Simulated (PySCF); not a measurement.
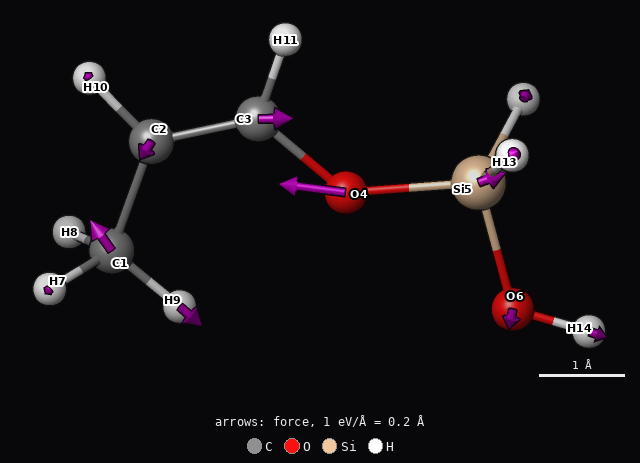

Starting geometry of C$_{3}$H$_{8}$O$_{2}$Si with the computed forces as purple arrows. Style: ball-and-stick. Shown at a tilt.

The start comes from GFN2-xTB. Its atoms were then displaced at random by about 0.01 Å.

The calculation used PBE0-D3(BJ)/def2-SVP geometry optimisation, gas phase in PySCF 2.14.0, density-fitted response routines. 

**What follows when this structure is relaxed?**

It isn't relaxed: the largest force vector, on an O atom, is 4.13 eV/Å. The final displacements have little in common with the starting forces (cosine between the two patterns −0.11). Over 24 geometry steps the energy falls by 48.2 kJ/mol. The largest move after the best rigid fit is that of an H atom, 1.50 Å. Largest moves by element: H 1.50 Å, O 1.26 Å, C 0.43 Å, Si 0.35 Å. Near-neighbour distances that change, for instance: O–Si 1.578 → 1.670 Å, C–H 1.048 → 1.098 Å, O–Si 1.607 → 1.655 Å, H–Si 1.455 → 1.486 Å. Among the angles between lasting bonds that change: O–Si–O 99.6° → 112.6°, O–Si–H 112.0° → 103.8°, C–O–Si 133.8° → 126.0°. Groups turn about O–Si by about 115°, O–Si by about 100°. The run took 4.4 min on 1 thread of Arm Neoverse N1, with other jobs on the host.
